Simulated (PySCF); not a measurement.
**C₃H₉FSi₂: electronic excitations**

What electronic excitations should C₃H₉FSi₂ (`FC[C@@]1([SiH3])C[SiH2]1`) show?

The runs use PySCF 2.14.0, with density-fitted response routines of our own; the level of theory stands in each step. All values are computed, except where a source is named. Atoms count from 0, in the outputs and in this text.

### 1 Starting geometry

15 atoms, charge 0, multiplicity 1; geometry from: GFN2-xTB.

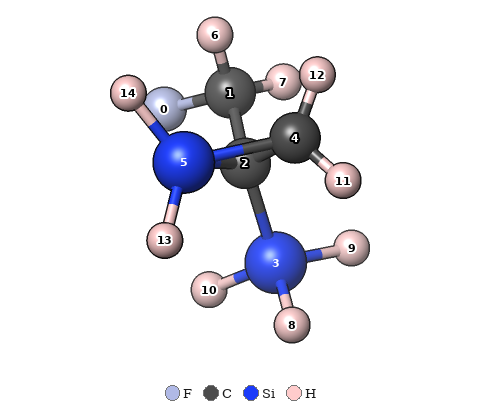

As it starts; fluorine light blue, carbon dark grey, silicon blue, hydrogen pink, atoms numbered.

### 2 Excited states and response: CAM-B3LYP/def2-SVPD

What the job is given:

```
{"job": {"kind": "uv", "xc": "CAM-B3LYP", "basis": "def2-SVPD", "nstates": 8, "ntriplets": 3}, "charge": 0, "multiplicity": 1}
F     -1.998804    -0.941975    -1.077311
C     -1.149977     0.146022    -1.085521
C     -0.061088    -0.008607    -0.055459
Si     1.079916    -1.480974    -0.392330
C      0.596516     1.330664     0.340760
Si    -0.460825     0.590485     1.705388
H     -1.779251     1.024467    -0.898394
H     -0.745625     0.204650    -2.104721
H      2.121874    -1.485149     0.637530
H      1.701381    -1.307996    -1.710909
H      0.312201    -2.722443    -0.354688
H      1.674336     1.314691     0.425372
H      0.262928     2.196854    -0.216969
H      0.207314    -0.037500     2.828735
H     -1.765309     1.184799     1.936605
```

With the program's defaults for keys left out, this is: TDDFT CAM-B3LYP/def2-SVPD, vertical, gas phase, core orbitals frozen in the response.

Launch:

```
> OMP_NUM_THREADS=1 python probes_run.py task.json out
```

The driver reads the jobs from task.json and runs them one after another.

The program printed:

```text
coarse grid: 13176 points
cycle   1  E = -797.9226549664  dE =  5.379e-01  |g| = 5.054e-01  |ddm| = 4.964e+00
cycle   2  E = -797.9192402707  dE =  3.415e-03  |g| = 5.847e-01  |ddm| = 1.185e+00
cycle   3  E = -797.9786227081  dE = -5.938e-02  |g| = 4.537e-02  |ddm| = 5.520e-01
cycle   4  E = -797.9789538590  dE = -3.312e-04  |g| = 2.290e-02  |ddm| = 1.100e-01
cycle   5  E = -797.9790616526  dE = -1.078e-04  |g| = 8.348e-03  |ddm| = 4.142e-02
cycle   6  E = -797.9790794711  dE = -1.782e-05  |g| = 1.144e-03  |ddm| = 1.524e-02
cycle   7  E = -797.9790798279  dE = -3.568e-07  |g| = 4.239e-04  |ddm| = 3.400e-03
final grid: 117432 points
cycle   8  E = -798.0898963016  dE = -2.384e-05  |g| = 3.849e-03  |ddm| = 6.844e-02
cycle   9  E = -798.0898950037  dE =  1.298e-06  |g| = 4.844e-03  |ddm| = 1.232e-02
cycle  10  E = -798.0898993022  dE = -4.299e-06  |g| = 2.839e-04  |ddm| = 4.653e-03
cycle  11  E = -798.0898993186  dE = -1.640e-08  |g| = 1.382e-04  |ddm| = 7.500e-04
cycle  12  E = -798.0898993232  dE = -4.559e-09  |g| = 3.032e-05  |ddm| = 3.133e-04
cycle  13  E = -798.0898993234  dE = -2.715e-10  |g| = 9.106e-06  |ddm| = 1.009e-04
converged SCF energy = -798.0898993234

Static polarisability (au): isotropic 90.399, principal 81.385 86.286 103.527

Singlet excitations
state   eV       nm        f      main configurations
  1   6.2067    199.8   0.26004   H->L 0.92
  2   6.3953    193.9   0.01179   H->L+1 0.59, H->L+2 0.26
  3   6.7692    183.2   0.03250   H->L+2 0.62, H->L+1 0.18
  4   6.9153    179.3   0.01431   H->L+5 0.66, H->L+3 0.08
  5   7.1321    173.8   0.01220   H->L+4 0.62, H-1->L 0.15
  6   7.4223    167.0   0.00182   H->L+6 0.35, H->L+3 0.25, H->L+4 0.16
  7   7.5539    164.1   0.01676   H-1->L 0.60, H->L+3 0.09
  8   7.6293    162.5   0.03857   H->L+6 0.38, H->L+7 0.23, H->L+3 0.18

Triplet excitations (Tamm-Dancoff, eV): 4.8473 6.2126 6.2607
```

Wall time 40 s (1 thread of Arm Neoverse V1, shared host); peak memory 0.93 GiB.

Frontier orbitals and where they lie:

```tsv
orbital	eV	atoms
HOMO−3	-11.18	F0 20 %, Si3 19 %, H9 16 %
HOMO−2	-10.41	C2 24 %, C1 16 %, Si3 14 %
HOMO−1	-9.94	C2 27 %, C4 26 %, Si3 11 %
HOMO	-8.23	Si5 27 %, C2 27 %, C4 20 %
LUMO	0.80	Si5 37 %, C4 13 %, H14 11 %
LUMO+1	1.21	Si5 22 %, Si3 21 %, C1 8 %
LUMO+2	1.43	Si5 30 %, H14 13 %, Si3 12 %
```

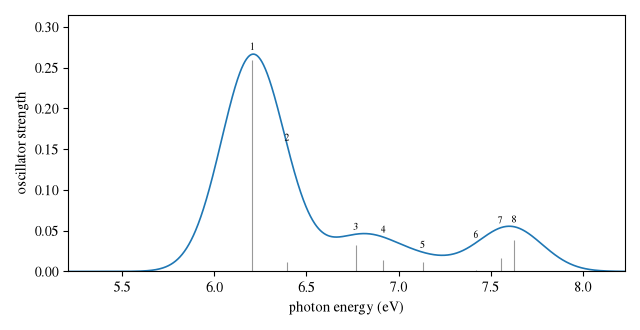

Absorption spectrum from the 8 singlet states computed; above the last one it falls off for lack of states. Lines are broadened to a width of 0.40 eV (Gaussian).

Further results of this job:

```tsv
property	computed
dipole moment (D)	2.00
polarisability (Å³)	13.40
HOMO–LUMO gap (eV)	9.03
−ε(HOMO) (eV)	8.23
```

### 3 What came out

```
                            quantity                        value
lowest singlet (CAM-B3LYP/def2-SVPD)  6.21 eV (200 nm), f = 0.260
                      lowest triplet                      4.85 eV
```

What this shows: The first singlet state (HOMO→LUMO 0.92) lies at 6.21 eV and is bright. The lowest triplet lies 1.36 eV below the lowest singlet (triplets in Tamm-Dancoff, singlets in full TDDFT).
